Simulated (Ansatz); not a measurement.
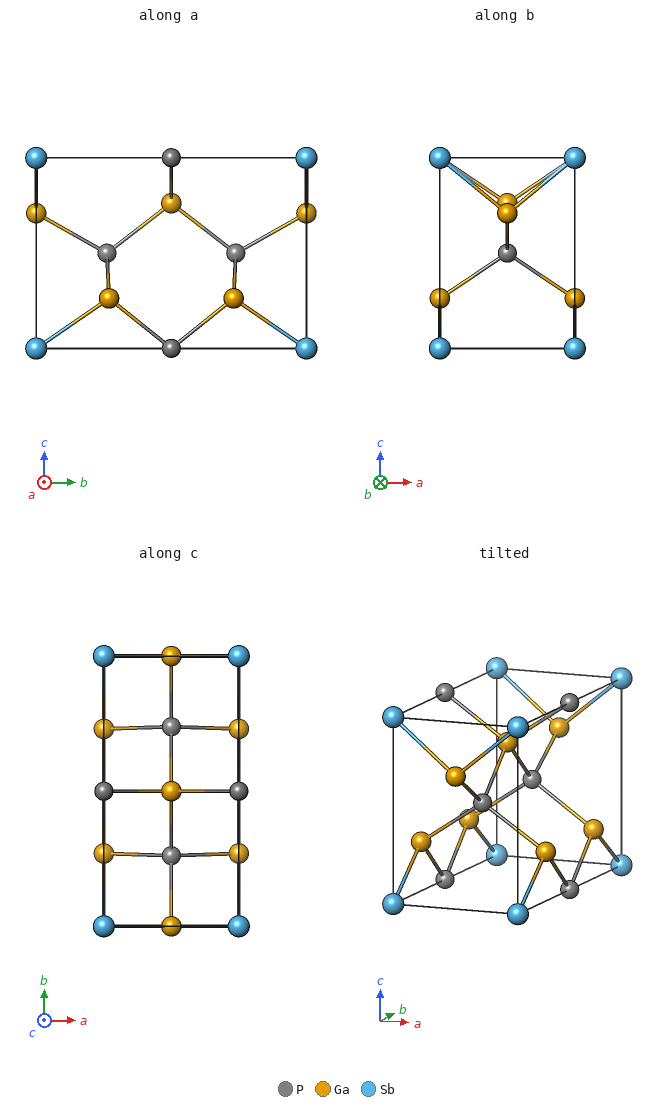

The crystal in a ball-and-stick representation, seen along the a axis, along the b axis, along the c axis and slightly off an axis. The edges of the conventional unit cell are marked.

Lattice parameters: a = 3.973 Å, b = 7.954 Å, c = 5.610 Å, α = 90.00°, β = 90.00°, γ = 90.00°. Put a along x and b in the xy plane.

Set out the cell and atoms as a POSCAR file, with free fractional coordinates to two decimals.

```
P Ga Sb
1.0
     3.973    0.000    0.000
     0.000    7.954    0.000
     0.000    0.000    5.610
P Ga Sb
3 4 1
Direct
  0.50 0.74 0.50
  0.00 0.50 0.00
  0.50 0.26 0.50
  0.00 0.73 0.26
  0.50 0.50 0.76
  0.00 0.27 0.26
  0.50 0.00 0.71
  0.00 0.00 0.00
```

The cell started as a structure type filled with these elements by a generator (whether the compound takes this form wasn't checked). Earlier steps of the study, as a rule a relaxation of our own, may have changed the cell and positions, so they can lie some per cent off the listed ones. A calculation with Ansatz used it as input.
